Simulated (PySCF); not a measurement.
# Run report: SiH₃O₂, EPR calculation

The run: EPR calculation of SiH₃O₂, multiplicity 2. Method and program: UKS BHandHLYP, IGLO-III on O Si, pcH-1 on H, non-relativistic, mean-field spin-orbit, GIAO (PySCF 2.14.0).

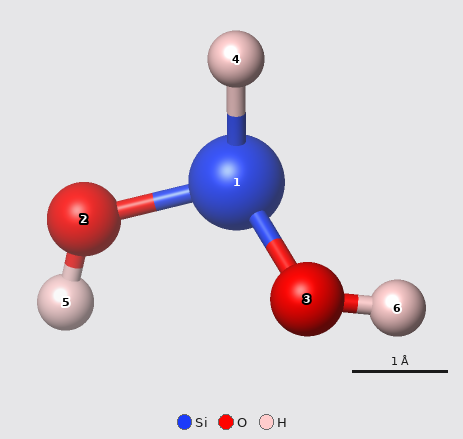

*The structure (ball-and-stick view, seen at a tilt; atoms are numbered from 1 in the order of the input).*

**Input file**
```
{"job": {"kind": "epr", "xc": "BHandHLYP"}, "charge": 0, "multiplicity": 2}
Si    -0.456802    -0.098458    -0.393050
O     -0.266182    -1.281135     0.755462
O      0.821090     0.968007    -0.242617
H     -1.775189     0.535566    -0.052568
H      0.590355    -1.719751     0.775680
H      1.039161     1.480068    -1.027035
```

The first line tells a small driver script what to run in PySCF; the rest is the geometry in Å.

Machine: 1 CPU thread, shared host.

Command:
```bash
OMP_NUM_THREADS=1 python <driver script> task.json out
```

**The program's output**
```
UKS, coarse grid
  cycle   1  E = -441.64194285  |g| = 6.36e-01
  cycle   2  E = -441.55737846  |g| = 8.14e-01
  cycle   3  E = -441.78816802  |g| = 3.34e-02
  cycle   4  E = -441.78889156  |g| = 9.07e-03
  cycle   5  E = -441.78895924  |g| = 4.37e-03
  cycle   6  E = -441.78896980  |g| = 2.27e-03
  cycle   7  E = -441.78897347  |g| = 4.35e-04
UKS, final grid
  cycle   1  E = -441.78900828  |g| = 2.62e-04
  cycle   2  E = -441.78900835  |g| = 2.47e-04
  cycle   3  E = -441.78900838  |g| = 8.92e-05
  cycle   4  E = -441.78900840  |g| = 2.27e-05
  cycle   5  E = -441.78900840  |g| = 6.47e-06
E = -441.78900840 Eh   <S^2> = 0.7531 (exact 0.7500)
g shifts (ppm)      1          2          3
  rmc          -173       -173       -173
  gc             73         60         10
  oz_so       -1498       -423         81
  total       -1598       -536        -82
hyperfine (MHz)  atom isotope    a_iso     a_fc   dipolar eigenvalues
    0  29Si    -724.53    -725.59   -135.53     65.42     70.11
    1   17O     -15.68     -15.65    -28.81     13.86     14.95
    2   17O     -21.98     -21.96    -32.51     15.41     17.10
    3    1H     222.44     222.44     -5.43     -0.88      6.31
    4    1H      -6.80      -6.82     -8.88     -4.00     12.89
    5    1H      -5.05      -5.06    -10.56     -4.23     14.79
```

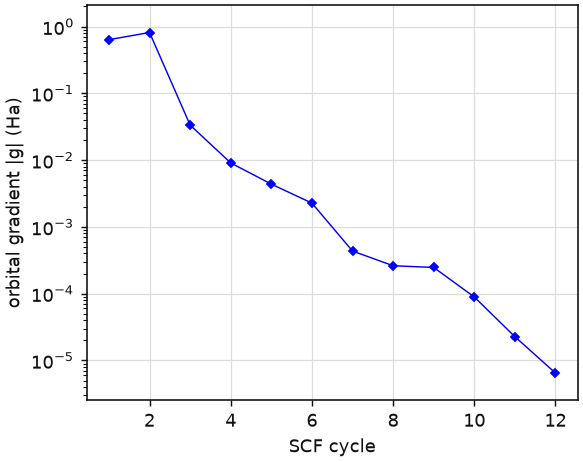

*Convergence of the self-consistent field: orbital gradient |g| against the SCF cycle.*

All cycles printed in the log are drawn one after another.

**Key numbers**

| quantity | value |
| --- | --- |
| outcome | converged |
| total energy | −441.789008 hartree |
| ⟨S²⟩ | 0.753 |
| isotropic g | 2.0016 |
| wall time | 10 s |
| peak memory | 0.43 GiB |
